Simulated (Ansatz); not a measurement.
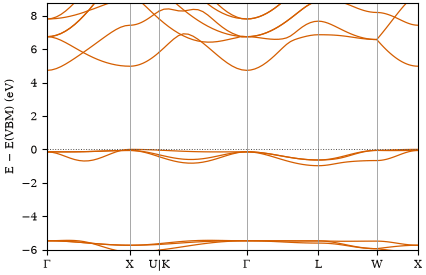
Band structure from the program Ansatz at the LDA level (PAW)

### Question
Read off the gap and where the band edges lie.

### Answer
About 4.7 eV (4.73 eV by a search for the band edges); maximum at X, minimum at Γ.

The material is CsCl (rock salt, Fm-3m).

The first step of the workflow began from a Materials Project structure, measured or hypothetical; the Crystallography Open Database files this formula in space group No. 225, but the cells were not matched. It is not the phase usual at ambient conditions (space group No. 221). Symmetry was held in the LDA relaxation; its stability against distortions is not shown here. Spin–orbit coupling is left out wherever it is not named.

Potentials: the later of the program's two PAW sets.
